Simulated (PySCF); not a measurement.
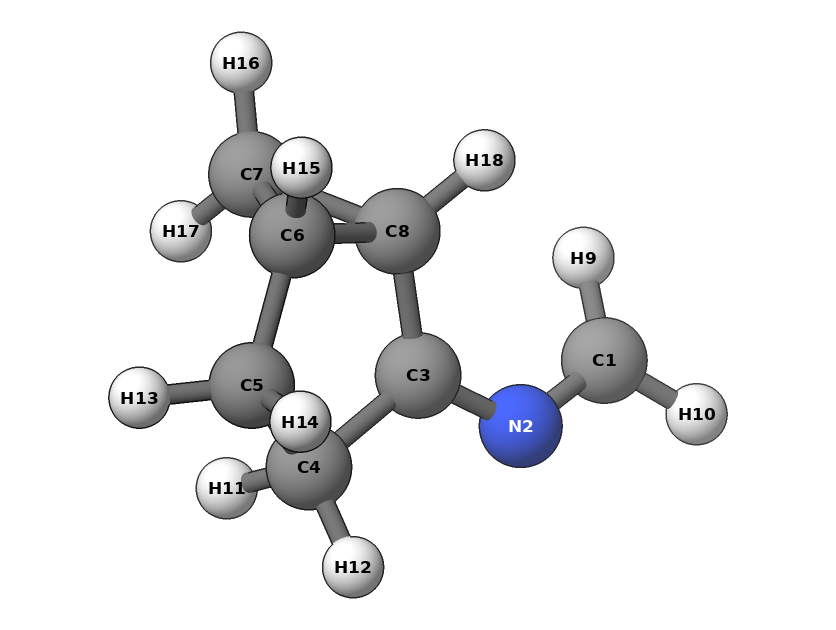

The species is neutral and a spin doublet. The computed structure is the end point of a GFN2-xTB optimisation. No frequency run is at hand to confirm it as a minimum. Level of theory: UKS B3LYP, pcH-1 on C H N, non-relativistic (PySCF 2.14.0). Fermi-contact and spin-dipolar terms alone, no spin-orbit part.

Which nucleus has the largest dipolar (anisotropic) hyperfine coupling?

Answer. 13C at C1: principal values −49.7, −47.5, 97.2 MHz.

List the isotropic and dipolar parts for the most strongly coupled nuclei, one of each equivalent set.

| atom | isotope | a_iso (MHz) | dipolar part (MHz) |
| --- | --- | --- | --- |
| C1 | 13C | 62.2 | −49.7, −47.5, 97.2 |
| C3 | 13C | 55.2 | −44.9, −43.2, 88.1 |
| H10 | 1H | −39.0 | −23.5, −1.4, 24.9 |
| H9 | 1H | −36.4 | −20.9, −1.4, 22.2 |
| N2 | 14N | −0.3 | −14.8, 3.2, 11.7 |
| C7 | 13C | 33.7 | −5.3, −5.2, 10.5 |
| H11 | 1H | 62.1 | −3.2, −2.5, 5.7 |
| C6 | 13C | 10.7 | −3.0, −2.6, 5.6 |
